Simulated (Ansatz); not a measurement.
```xyz
10

B    -0.1017    0.2978    0.1655
N    -0.0182   -0.0121    1.5674
H    -0.8685   -0.0358    2.1202
H     0.7611    0.3738    2.0881
Cl    1.3923    0.8402   -0.6348
N    -1.2741    0.1677   -0.5804
H    -2.1319   -0.2141   -0.2068
H    -1.2708    0.2753   -1.5846
F     0.4271   -2.5534    0.8445
H     0.3315   -1.6955    1.2296
```

Method: RKS PBE0-D4/def2-SVP (Ansatz 0.2.0).

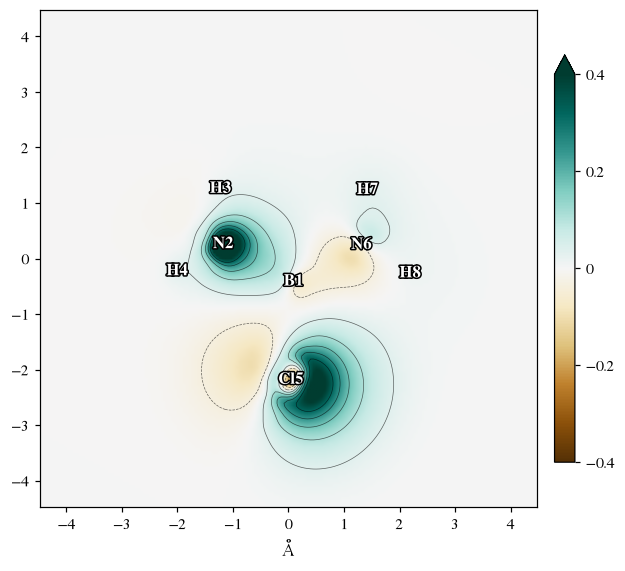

BClH₄N₂···HF. The HOMO−1 on the plane of atoms B1, N6 and H8 (values in Å⁻³ᐟ²; the overall sign is arbitrary).

What is the character of this orbital?

By Hirshfeld shares it lies mainly on Cl5 (about 55 %), N2 (about 25 %) and B1 (about 5 %). Its energy is −8.54 eV.
